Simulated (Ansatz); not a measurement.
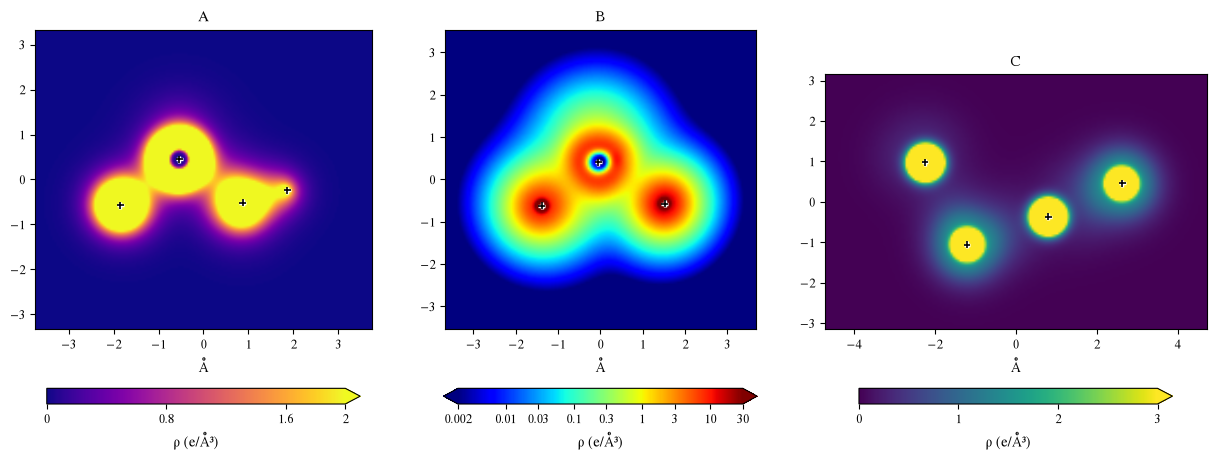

The electron density of 3 systems, each on a plane through atoms (crosses mark nuclei in the plane).

Theory: RKS PBE0-D4/def2-TZVP (Ansatz).

System 1: HNO3Ru (RuO3(NH)), the plane of atoms O3, Ru1 and N5. Geometry: PBE0-D4/def2-SVP; core potentials replace the inner electrons of Ru.

```xyz
6

Ru    0.2645    0.3276    0.1025
O     0.1105    0.2962    1.7686
O     1.8612    0.4671   -0.3562
O    -0.6480    1.6079   -0.4709
N    -0.3275   -1.1391   -0.5559
H    -1.2608   -1.5597   -0.4880
```

System 2: Al2S2, the molecular plane. Geometry: PBE0-D4/def2-TZVP.

```yaml
atoms:
  - { symbol: Al, position_ang: [2.0677, 1.0208, -0.8120] }
  - { symbol: Al, position_ang: [-0.7454, -0.3849, 0.2974] }
  - { symbol: S, position_ang: [1.2674, -0.9849, -0.0569] }
  - { symbol: S, position_ang: [-2.5897, 0.3490, 0.5716] }
```

System 3: FO3Re (ReO3F), the plane of atoms O4, Re1 and F5. Geometry: PBE0-D4/def2-SVP; core potentials replace the inner electrons of Re.

```xyz
5

Re    0.0056    0.0096    0.0040
O     0.0342    0.0233    1.6925
O     1.5998    0.0492   -0.5519
O    -0.7727    1.4128   -0.5227
F    -0.8669   -1.4949   -0.6219
```

Match each panel to its system.

Panel A is system 1, HNO3Ru: the plane holds Ru, O, N and H. Ru–O (1.67 Å): ρ at the midpoint is about 2.1 e/Å³. Panel B is system 3, FO3Re: the plane holds Re, O and F. Re–O (1.69 Å): the density is about 2 e/Å³ at the midpoint. Panel C is system 2, Al2S2: the plane holds Al and S. Al–S (2.00 Å): the density is about 0.81 e/Å³ at the midpoint.
